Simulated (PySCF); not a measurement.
FH, SMILES F.

Coordinates come from a B3LYP-D3(BJ)/def2-TZVPD optimisation.

Lowest vertical singlet excitation by several levels in PySCF, with rough processor times relative to the cheapest run on one machine. Each run also gave further roots (ADC and EOM-CCSD ionised and attached states too); roots are paired by order and the bases differ. EOM-CCSD serves as a yardstick, not as the true value; all levels that ended soundly for this molecule are listed, with differences from unrounded values.

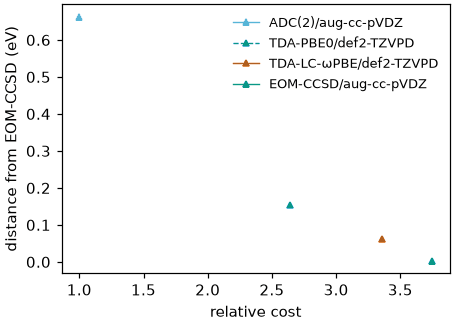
*Cost against distance from EOM-CCSD for the lowest singlet.*

```
level                   relative cost  S1 (eV)  S1 minus EOM-CCSD (eV)
----------------------  -------------  -------  ----------------------
ADC(2)/aug-cc-pVDZ                  1     9.56                   -0.66
TDA-PBE0/def2-TZVPD                 3    10.07                   -0.15
TDA-LC-ωPBE/def2-TZVPD              3    10.16                   -0.07
EOM-CCSD/aug-cc-pVDZ                4    10.22                    0.00
```
